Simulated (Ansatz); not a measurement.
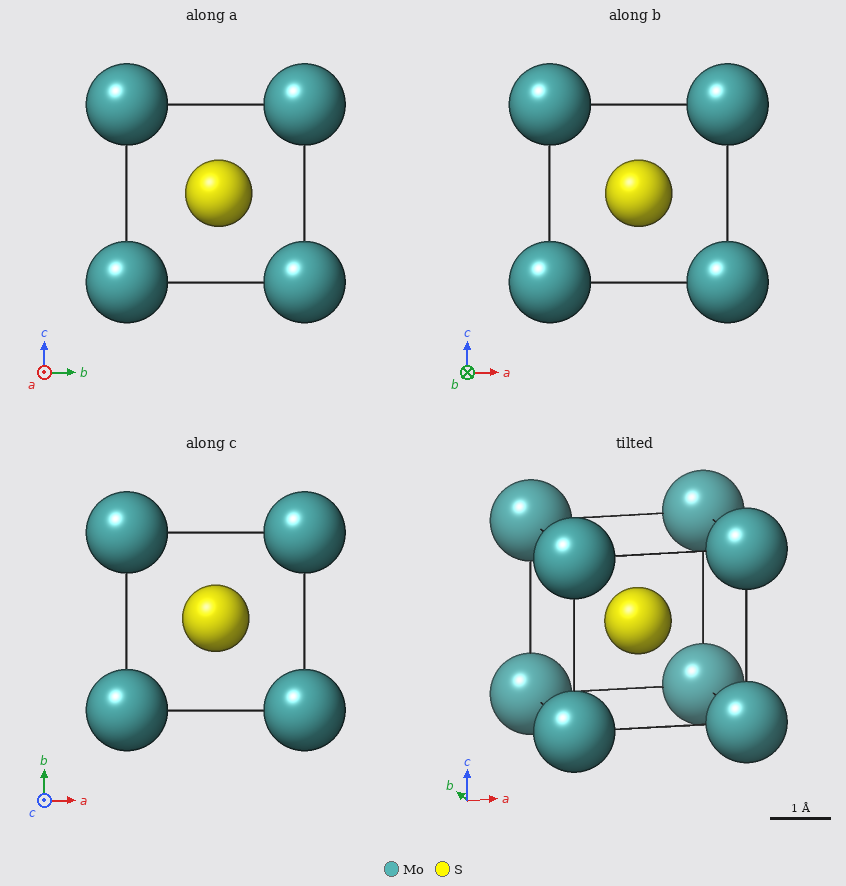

Structure drawing (spheres-only), viewed along the a axis, along the b axis, along the c axis and slightly off an axis. One unit cell is outlined, and atoms on its boundary appear in each equivalent place.

Lattice parameters: a = 2.9692 Å, b = 2.9692 Å, c = 2.9692 Å, α = 90.000°, β = 90.000°, γ = 90.000°.

### Write the structure as a CIF in P1 with every atom of the cell, with free fractional coordinates to two decimals.

```cif
data_structure
_symmetry_space_group_name_H-M 'P 1'
_symmetry_Int_Tables_number 1
_cell_length_a 2.9692
_cell_length_b 2.9692
_cell_length_c 2.9692
_cell_angle_alpha 90.000
_cell_angle_beta 90.000
_cell_angle_gamma 90.000
_cell_volume 26.18
loop_
_atom_site_label
_atom_site_type_symbol
_atom_site_fract_x
_atom_site_fract_y
_atom_site_fract_z
_atom_site_occupancy
Mo1 Mo 0.00 0.00 0.00 1
S1 S 0.50 0.52 0.50 1
```

The initial geometry was a structure type filled with these elements by a generator (whether the compound takes this form wasn't checked). The cell was then strained or its atoms displaced on purpose. It was run through Ansatz as a DFT input.
